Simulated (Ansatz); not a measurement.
Base system: Hf in the hcp (Mg type) structure (space group P6_3/mmc, No. 194; a = 3.158 Å, c = 5.004 Å; relaxed with 0.1 eV smearing). Axes: x lies along a and z along c of the hexagonal cell.

Structures relaxed with Ansatz (a quantum-chemistry and plane-wave program), PBEsol, PAW, cutoff 420 eV, scalar-relativistic without spin-orbit coupling.

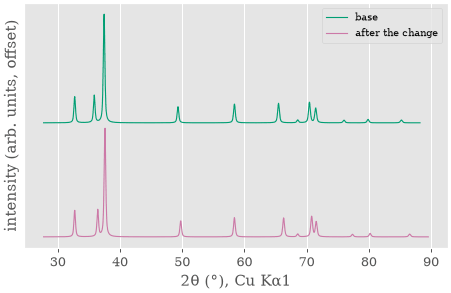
Fig. 1. Simulated powder patterns before (top) and after one change

Question: Name the change that was made.
A. uniaxial strain ε_zz = −1.50 %
B. uniaxial strain ε_zz = +0.50 %
C. uniaxial strain ε_zz = +1.50 %
D. uniaxial strain ε_zz = −2.50 %

Answer: A, uniaxial strain ε_zz = −1.50 %. Its volume per atom is 21.29 Å³ against 21.61 Å³, and its space group is P6_3/mmc (No. 194).

Stability against distortions was not tested. All final runs are without spin polarisation.
